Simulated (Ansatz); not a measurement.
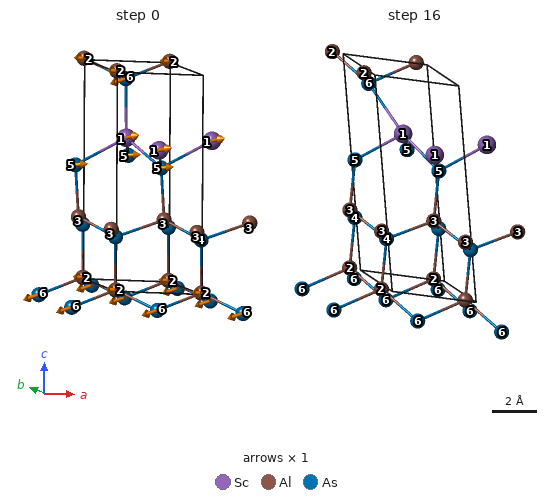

The structure of a crystal of ScAl₂As₃ (built on the MnCd2Te3-156 type type) before (left) and after (right) a relaxation, at one scale. The orange arrows give the displacements (the part carried along by the change of the cell is left out), at their true length.

The picture is a ball-and-stick view of the cell of the calculation, seen slightly off an axis.

Case: shaken.

These are results of Ansatz 0.2.0, DFT, PBEsol, plane waves, PAW, not measurements.

Input
```yaml
crystal:
  lattice:
    - [4.0202673383, -0.0035837677, -0.0153430268]
    - [-2.0132373083, 3.4838354487, -0.0303665237]
    - [-0.038786182, -0.1110333527, 10.3351958306]
  atoms:
    - { symbol: Sc, position: [0.3714126832, 0.6893660611, 0.6669491847] }
    - { symbol: Al, position: [-0.0068348007, 0.002123732, 1.0064841054] }
    - { symbol: Al, position: [0.6876662523, 0.3482371491, 0.31590697] }
    - { symbol: As, position: [0.002265714, 0.0368801789, 0.2464652216] }
    - { symbol: As, position: [0.6234569089, 0.2800592152, 0.5561333386] }
    - { symbol: As, position: [0.3672405337, 0.7024584635, 0.9353776164] }
kpoints:
  mp_grid: { grid: [6, 6, 2] }
hamiltonian:
  xc: pbesol
scf:
  occupations: { method: fermi_dirac, width: 0.05 }
relax:
  f_tol: 0.01
  cell: {}
  max_steps: 120
```

Launched with:
```bash
ansatz run input.yaml --threads 2 --pin off --max-ram 2211MiB --backend cpu --events-out ev --progress --plain --runs-dir out
```

What changed between the two?

Over 13 accepted moves (16 points after the start) the energy falls by 160 meV per atom. Largest force component: 1.7 eV/Å at the start, 0.0027 eV/Å at the end. Pressure: 1.87 GPa at the start and 0.00 GPa at the end. The line search rejected the trial step at point 10 of the run. The SCF was repeated twice at an unchanged geometry on a basis and grid sized afresh for the cell, which shifted the energy by 0.2 meV per atom at most. The atom that moves furthest relative to the cell is As6 (0.92 Å roughly along [−3 2 −1]). By element the largest moves are As 0.92 Å, Sc 0.87 Å, Al 0.63 Å. The drawn cell changes as follows: a 4.020 → 3.957 Å (−1.6 %), b 4.024 → 3.957 Å (−1.7 %), c 10.336 → 10.127 Å (−2.0 %), α 90.9° → 78.7°, β 90.4° → 101.3°; the volume changes by −7.5 %. Near-neighbour distances that change, for instance: Sc1–As6 4.872 → 2.976 Å, Sc1–As6 (another image) 4.832 → 2.975 Å, Sc1–As5 2.382 → 2.610 Å, Sc1–As5 (another image) 2.828 → 2.610 Å. New bonds form, among them: Sc1–As6 (4.83 → 2.97 Å), Sc1–As6 (4.87 → 2.98 Å). Bond angles that change, for instance: Sc1–As6–Al2 108.4° → 164.1°, As5–Sc1–As6 117.2° → 169.1°, As5–Sc1–As6 118.9° → 88.5°. Within 0.06 Å the space group is P1 at the start and R3m at the end; at a tighter tolerance small leftover displacements or strains of the cell lower it. The run took 2.2 min on 2 threads of Arm Neoverse V2, with other jobs on the host, peak memory 0.48 GiB.
